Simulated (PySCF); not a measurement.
C3H3NO, SMILES `c1cocn1`.

Method: BHandHLYP/aug-cc-pVDZ; geometry: GFN2-xTB; program: PySCF. No frequency check shows the geometry to be a minimum.

Geometry (Å), atoms numbered from 1:

```
C1       0.9410   -0.6638    0.0000
C2       0.8839    0.6940    0.0000
O3      -0.4169    1.0535    0.0000
C4      -1.0875   -0.1027    0.0000
N5      -0.3345   -1.1507    0.0000
H6       1.7880   -1.3169    0.0000
H7       1.6235    1.4670    0.0000
H8      -2.1586   -0.0882    0.0000
```

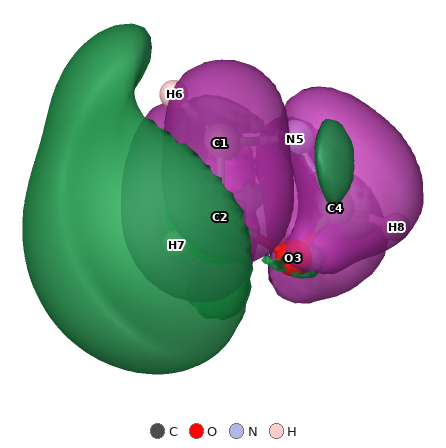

Unrelaxed difference density of S₁ less the ground state (TDA singlet states), ±0.004 e/Å³; green: gain, purple: loss.

How does the charge move on excitation?

0.88 e is displaced in all, largely into diffuse regions outside the molecule. The state: 6.43 eV (193 nm), f = 0.014, π → diffuse (Rydberg-like) orbital; the leading pair carries 100 %; hole on C2 (34 %), C1 (25 %) and C4 (20 %), electron on H7 (24 %), C2 (22 %) and C1 (14 %) (atom shares of so diffuse an orbital are rough); their centroids lie 1.1 Å apart.
